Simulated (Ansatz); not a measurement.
# Ge4MoW: from a guess to a relaxed structure

Aim: relax a trial structure of Ge4MoW and see where it ends.

Computed with Ansatz 0.2.0 (DFT PBE, scalar-relativistic, plane waves, PAW, unless a step's input says otherwise).

## 1. The structure to begin with

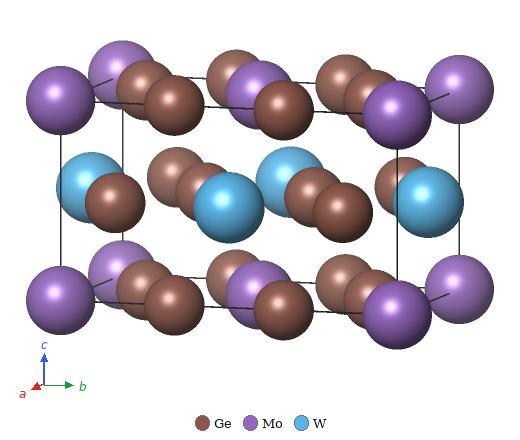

Start, viewed slightly off an axis; germanium brown, molybdenum purple, tungsten blue. Atoms on the faces are drawn again on the opposite ones. The cell drawn here is the conventional one.

Structure file:

```
Ge Mo W
1.0
     2.36198   -4.14314    0.00000
     2.36198    4.14314    0.00000
     0.00000    0.00000    4.72344
Ge Mo W
4 1 1
Direct
  0.33769 0.66231 0.00000
  0.83812 0.16188 0.50000
  0.66231 0.33769 0.00000
  0.16188 0.83812 0.50000
  0.00000 0.00000 0.00000
  0.50000 0.50000 0.50000
```

The start is the relaxed end of an invented cell (made as: elements ordered on the sites of the Ge2W type, Mo/W on W (Cmmm, No. 65)), taken up again for a closer look.

## 2. The guess as it stands, on a coarse mesh

input.yaml

```yaml
crystal:
  lattice:
    - [2.3619768, -4.1431386, 0.0]
    - [2.3619768, 4.1431386, 0.0]
    - [0.0, 0.0, 4.7234376]
  atoms:
    - { symbol: Ge, position: [0.337686, 0.662314, 0.0] }
    - { symbol: Ge, position: [0.838124, 0.161876, 0.5] }
    - { symbol: Ge, position: [0.662314, 0.337686, 0.0] }
    - { symbol: Ge, position: [0.161876, 0.838124, 0.5] }
    - { symbol: Mo, position: [0.0, 0.0, 0.0] }
    - { symbol: W, position: [0.5, 0.5, 0.5] }
basis:
  ecutwfc: 420
kpoints:
  mp_grid: { grid: [4, 4, 4] }
hamiltonian:
  xc: pbe
scf:
  occupations: { method: gaussian, width: 0.1 }
  lower_state_search: "off"
output:
  forces: true
  stress: true
  eigenvalues: true
```

On the command line:

```bash
$ ansatz run input.yaml --threads 4 --pin off --max-ram 8192MiB --backend cpu --events-out ev --progress --plain --runs-dir out
```

Log, shortened:

```text
[...]
SCF converged after 6 iterations
Free energy (F): -32521.032274 eV
[...]
E sigma→0 (E₀):  -32521.030035 eV
Entropy (-TS):   -0.004477 eV (-0.746 meV/atom)
Fermi energy:    16.871052 eV
[...]
--- Forces (eV/Å), atoms counted from 1 ---
  atom   1  Ge     0.00000000     0.01169279     0.00000000
  atom   2  Ge     0.00000000     0.01781795     0.00000000
  atom   3  Ge     0.00000000    -0.01169279     0.00000000
  atom   4  Ge     0.00000000    -0.01781795     0.00000000
  atom   5  Mo    -0.00000000     0.00000000     0.00000000
  atom   6  W      0.00000000     0.00000000     0.00000000
[...]
--- Stress (GPa, compression-positive) ---
       -0.443718       0.000000       0.000000
        0.000000      -0.061511       0.000000
        0.000000       0.000000       0.235567
  P = ⅓ Tr σ = -0.0899 GPa (-0.899 kbar)
--- Band table (eV; the first three rows and the last of 21) ---
[...]
```

It took 1.5 s on 4 threads of Arm Neoverse V2, shared host; peak memory 0.47 GiB.

From the probe: pressure -0.1 GPa, largest force 0.02 eV/Å, gap on this mesh none (metal). The coarse relaxation is skipped.

## 3. Spin check on a coarse mesh

input.yaml, as its differences from that of step 2:

```diff
@@ -10,3 +10,3 @@
     - { symbol: Ge, position: [0.161876, 0.838124, 0.5] }
-    - { symbol: Mo, position: [0.0, 0.0, 0.0] }
+    - { symbol: Mo, position: [0.0, 0.0, 0.0], spin: 1.0 }
     - { symbol: W, position: [0.5, 0.5, 0.5] }
@@ -25 +25,4 @@
   eigenvalues: true
+  populations: true
+magnetization:
+  spin_polarized: true
```

On the command line:

```bash
$ ansatz run input.yaml --threads 4 --pin off --max-ram 8192MiB --backend cpu --events-out ev --progress --plain --runs-dir out
```

Log, shortened:

```text
[...]
SCF converged after 15 iterations
Magnetization: 0.0000 μB (42.0000 up, 42.0000 down)
Absolute magnetization: 0.0000 μB (∫|ρ↑−ρ↓|, with the PAW one-centre terms)
Spin contamination: 0.0000 ħ² per cell (⟨S²⟩ above its minimum at these occupations)
Per-site moments (μB) at R_I (Å): [(-6.686905518430148e-8, 1.10960750788866), (2.2428124857170684e-7, 1.1066132616224407), (-6.686905520868187e-8, 1.10960750788866), (2.2428124854778724e-7, 1.1066132616224407), (-4.0228481767911383e-7, 1.1203711050909668), (4.2587653014111427e-7, [...]
Free energy (F): -32521.032274 eV
[...]
E sigma→0 (E₀):  -32521.030035 eV
Entropy (-TS):   -0.004477 eV (-0.746 meV/atom)
Fermi energy:    16.871047 eV
[...]
--- Forces (eV/Å), atoms counted from 1 ---
  atom   1  Ge     0.00000000     0.01169322     0.00000000
  atom   2  Ge     0.00000000     0.01781479     0.00000000
  atom   3  Ge     0.00000000    -0.01169322     0.00000000
  atom   4  Ge     0.00000000    -0.01781479     0.00000000
  atom   5  Mo     0.00000000     0.00000000     0.00000000
  atom   6  W      0.00000000     0.00000000     0.00000000
[...]
--- Stress (GPa, compression-positive) ---
       -0.443711       0.000000       0.000000
        0.000000      -0.061514       0.000000
        0.000000       0.000000       0.235578
  P = ⅓ Tr σ = -0.0899 GPa (-0.899 kbar)
--- Band table (eV; the first three rows and the last of 42) ---
[...]
--- Löwdin populations: 6 sites ---
  site symbol       q [e]    m [muB]
     0     Ge     14.0134    -0.0000
     1     Ge     14.0217     0.0000
     2     Ge     14.0134    -0.0000
     3     Ge     14.0217     0.0000
     4     Mo     13.9435     0.0000
     5      W     13.7368     0.0000
  spilling = 0.002969 (of n_electrons = 84.000000)
```

Run time: 5.9 s. Hardware: 4 threads of Arm Neoverse V2, shared host; peak memory 0.53 GiB.

Per atom:

```tsv
atom	Löwdin electrons
Ge1	14.01
Ge2	14.02
Ge3	14.01
Ge4	14.02
Mo5	13.94
W6	13.74
```

The Löwdin counts miss 0.25 of the 84 electrons, which the atomic orbitals do not span, so they are no charges.

The same cell is solved with trial moments on Mo. The largest site moment that stays is 0.00 μB and the cell's total 0.00 μB. The workflow keeps spin only above 0.25 μB on a site, so the next run goes without spin.

## 4. Full relaxation

input.yaml

```yaml
crystal:
  lattice:
    - [2.3619768, -4.1431386, 0.0]
    - [2.3619768, 4.1431386, 0.0]
    - [0.0, 0.0, 4.7234376]
  atoms:
    - { symbol: Ge, position: [0.337686, 0.662314, 0.0] }
    - { symbol: Ge, position: [0.838124, 0.161876, 0.5] }
    - { symbol: Ge, position: [0.662314, 0.337686, 0.0] }
    - { symbol: Ge, position: [0.161876, 0.838124, 0.5] }
    - { symbol: Mo, position: [0.0, 0.0, 0.0] }
    - { symbol: W, position: [0.5, 0.5, 0.5] }
basis:
  ecutwfc: 420
kpoints:
  mp_grid: { grid: [10, 10, 8] }
hamiltonian:
  xc: pbe
scf:
  occupations: { method: gaussian, width: 0.1 }
output:
  forces: true
  stress: true
  eigenvalues: true
relax:
  adjacent_minimum: "off"
  f_tol: 0.01
  max_steps: 80
  cell: { stress_tol: 0.05 }
```

On the command line:

```bash
$ ansatz run input.yaml --threads 4 --pin off --max-ram 8192MiB --backend cpu --events-out ev --progress --plain --runs-dir out
```

Log, shortened:

```text
Warning: RAYON_NUM_THREADS=4 ignored (pool sized by the plan → 4); use --threads N
[...]
Pseudopotentials: kind: paw
Pseudopotential: Ge, paw, valence charge 14, recommended cutoff 420 eV (normal), Ge.paw.azcp
Pseudopotential: Mo, paw, valence charge 14, recommended cutoff 420 eV (normal), Mo.paw.azcp
Pseudopotential: W, paw, valence charge 14, recommended cutoff 420 eV (normal), W.paw.azcp
Functional definition: PBE
[...]
Crystal: 6 atoms, lattice volume = 92.447 Å³
Basis set: ecut = 420 eV, 1797 PW (Γ), exchange–correlation on 64×64×64 points (8 copies of the dense FFT grid, shifted against one another)
Bands: 51, of which v1, the nominal top of the filled ones, is band 42 counted from 1 (41 counted from 0)
Symmetry: 8 space group operations
Space group: Cmmm (ITA 65), of the structure as read, at distance tolerance 4.5e-5 Å
k-points: 155 of 800
[...]
--- Stress (GPa, compression-positive) ---
        0.002012       0.000000       0.000000
        0.000000      -0.001976       0.000000
        0.000000       0.000000       0.009570
  P = ⅓ Tr σ = 0.0032 GPa (0.032 kbar)
--- Band table (eV; the first three rows and the last of 155) ---
[...]
--- Relaxed structure (1 steps of the walk, 1 accepted, 1 SCFs on fresh bases) ---
  F+E_penalty+E_count = -32520.98863140 eV   max|allowed force component| = 6.242e-4 eV/Å   (the final SCF, on the basis selected at the relaxed cell)
  cell:  # Å, volume = 92.4471 Å³
    - [2.3619768, -4.1431386, 0.0]
    - [2.3619768, 4.1431386, 0.0]
    - [0.0, 0.0, 4.7234376]
  atoms:
    - { symbol: Ge, position: [0.337686, 0.6623140000000001, 0.0] }
    - { symbol: Ge, position: [0.838124, 0.16187600000000002, 0.49999999999999994] }
    - { symbol: Ge, position: [0.6623140000000001, 0.337686, 0.0] }
    - { symbol: Ge, position: [0.16187600000000002, 0.838124, 0.49999999999999994] }
    - { symbol: Mo, position: [0.0, 0.0, 0.0] }
    - { symbol: W, position: [0.5, 0.5, 0.49999999999999994] }
```

It took 22 s on 4 threads of Arm Neoverse V2, shared host; peak memory 0.82 GiB.

The steps of the relaxation:

| step | E - E(step 1) (eV/cell) | largest force component (eV/Å) | pressure (GPa) | volume (Å³) |
| --- | --- | --- | --- | --- |
| 1 | 0.0000 | 0.0007 | 0.00 | 92.45 |
| 2 | 0.0000 | 0.0006 | 0.00 | 92.45 |

Step 1 is the start. Step 2 repeats the geometry before it on a plane-wave basis chosen anew for that cell, so its energy need not be comparable with the rows above.

Lengths and angles in the start's conventional setting:

|  | before | after | change |
| --- | --- | --- | --- |
| a (Å) | 4.724 | 4.724 | 0.0 % |
| b (Å) | 8.286 | 8.286 | 0.0 % |
| c (Å) | 4.723 | 4.723 | 0.0 % |
| volume (Å³/atom) | 15.41 | 15.41 | 0.0 % |
| shortest distance (Å) | 2.683 | 2.683 | 0.0 % |
| space group (0.01 Å) | Cmmm | Cmmm | same |

The run keeps the 8 symmetry operations of the start, so it could not have lowered the symmetry.

## 5. Changing settings: hubbard.sites [{species: Mo, l: d, u_eff: 1.0}], hubbard.double_counting fll, occupations.method tetrahedron, lower_state_search off, width left out

input.yaml, as its differences from that of step 4:

```diff
@@ -18,12 +18,9 @@
   xc: pbe
+  hubbard: { sites: [{ species: Mo, l: d, u_eff: 1.0 }], double_counting: fll }
 scf:
-  occupations: { method: gaussian, width: 0.1 }
+  occupations: { method: tetrahedron }
+  lower_state_search: "off"
 output:
   forces: true
+  eigenvalues: true
   stress: true
-  eigenvalues: true
-relax:
-  adjacent_minimum: "off"
-  f_tol: 0.01
-  max_steps: 80
-  cell: { stress_tol: 0.05 }
```

On the command line:

```bash
$ ansatz run input.yaml --threads 4 --pin off --max-ram 8192MiB --backend cpu --events-out ev --progress --plain --runs-dir out
```

Log, shortened:

```text
Warning: output.forces, output.stress, relax.cell or npt_langevin: where a Kohn–Sham band that disperses or a degenerate level is filled in part under the method tetrahedron, the forces or the stress that this run publishes need not agree with its energy (scf.occupations.method in the [...]
Warning: RAYON_NUM_THREADS=4 ignored (pool sized by the plan → 4); use --threads N
Ge: projections on atomic orbitals take those of the free atom [Ar] 3d10 4s2 4p2, of charge +0.00 (hamiltonian.pseudopotentials.projection_atoms); the dataset's partial waves leave at most 1.2e-6 of an orbital's norm unspanned inside its sphere
Mo: projections on atomic orbitals take those of the free atom [Ar 3d10] 4s2 4p6 4d5 5s1, of charge +0.00 (hamiltonian.pseudopotentials.projection_atoms); the dataset's partial waves leave at most 6.0e-6 of an orbital's norm unspanned inside its sphere
[...]
SCF converged after 9 iterations
Stability not checked: this state was not tested for a lower state beside it, because cold or Methfessel-Paxton smearing, or corrected tetrahedra, fill the levels in a way that the test cannot read (fill_not_monotonic; see scf.lower_state_search)
Free energy (F): -32519.771729 eV
[...]
E sigma→0 (E₀):  -32519.771729 eV
Entropy (-TS):   -0.000189 eV (-0.032 meV/atom)
Fermi energy:    16.937194 eV
[...]
--- Forces (eV/Å), atoms counted from 1 ---
  atom   1  Ge     0.00000000    -0.05663242     0.00000000
  atom   2  Ge     0.00000000    -0.04807030     0.00000000
  atom   3  Ge     0.00000000     0.05663242     0.00000000
  atom   4  Ge     0.00000000     0.04807030     0.00000000
  atom   5  Mo    -0.00000000     0.00000000     0.00000000
  atom   6  W      0.00000000     0.00000000     0.00000000
[...]
--- Stress (GPa, compression-positive) ---
        0.063558       0.000000       0.000000
        0.000000      -0.636437       0.000000
        0.000000       0.000000       0.129276
  P = ⅓ Tr σ = -0.1479 GPa (-1.479 kbar)
--- Band table (eV; the first three rows and the last of 155) ---
[...]
Occupation matrices written to <dir>
```

It took 14 s on 4 threads of Arm Neoverse V2, shared host; peak memory 1.3 GiB.

```tsv
run	ending	energy change	pressure (GPa)	gap (eV)	force (eV/Å)	cycles	time
step 4	converged	0	0.0	0.00	0.00	-	22 s
variant	converged	+202.1 meV/atom (σ→0) (Hubbard term changed: no physical gain or loss)	-0.1	0.00	0.06	9	14 s
```

Changing the Hubbard U, double counting of the Hubbard term, smearing and search for lower states moves the energy by +202.1 meV/atom (σ→0 values), and the largest force goes from 0.00 to 0.06 eV/Å. The U term adds an energy of its own, so the shift says nothing about which run is better.

## 6. What came out

| quantity | value |
| --- | --- |
| symmetry at the end (tolerance 0.05 Å) | space group Cmmm (No. 65) |
| conventional cell | a = 4.724 Å, b = 8.286 Å, c = 4.723 Å, α = 90.00°, β = 90.00°, γ = 90.00° |
| volume | 15.41 Å³/atom |
| energy over the elements | -0.04 eV/atom |
| gap on the mesh | none (metal) |

What this shows: The space group Cmmm (No. 65) is kept, at nearly the size of the first guess. The formation energy of this structure is too near zero to say whether it is bound against the elements. No finished test with a distortion of lower symmetry is shown, so the end may be a saddle point. Spin-orbit coupling is left out for W. Other magnetic orders were not searched.
